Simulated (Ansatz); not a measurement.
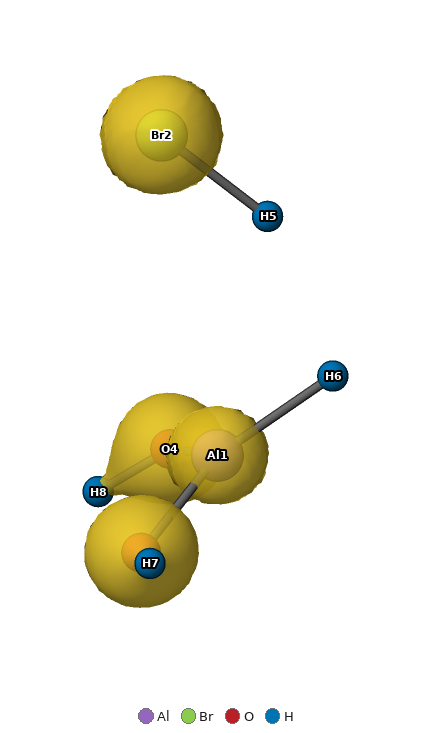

Figure 1: AlH₃O₂···HBr. Isosurface of the electron density at 2 e/Å³ (yellow), seen at an oblique angle.

Not at a stationary point (largest force 1.0 eV/Å).

These are results of Ansatz 0.2.0, RKS PBE0/def2-SVP, not measurements.

```xyz
8

Al    0.0493    0.6524   -0.0384
Br    0.5966   -2.9318    0.7408
O    -0.4375    0.6875   -1.6618
O    -1.0357    1.1902    1.1493
H     1.3192   -1.6457    0.8250
H     1.4498    0.2327    0.4472
H     0.0026    0.3637   -2.4469
H    -1.9441    1.4510    0.9849
```

Which contacts does the surface bridge?

At this value the surface falls into four separate pieces. It bridges the sampled O–H (0.96 Å) contacts, where the density stays above the isovalue. It is pinched off along the sampled H···H (1.92 Å), Al–O (1.70 Å) and Br–H (1.48 Å) contacts. On the grid the lowest density along these lines, outside the cores, is 0.11 e/Å³ (H···H, 1.92 Å), 0.71 e/Å³ (Al–O, 1.70 Å), 2.4 e/Å³ (O–H, 0.96 Å) and 1.2 e/Å³ (Br–H, 1.48 Å).
